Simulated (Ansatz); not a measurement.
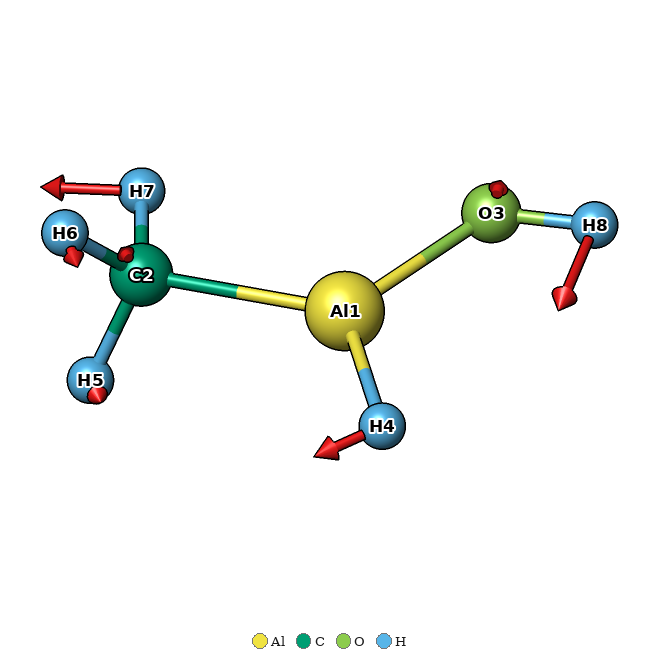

The arrows show one normal mode. Harmonic vibrations computed with RKS PBE0-D4/def2-TZVP (Ansatz 0.2.0) at a stationary point of the same level.

**At what wavenumber does it lie?**

699 cm⁻¹; it is mode 8 of 18 counted from the lowest.
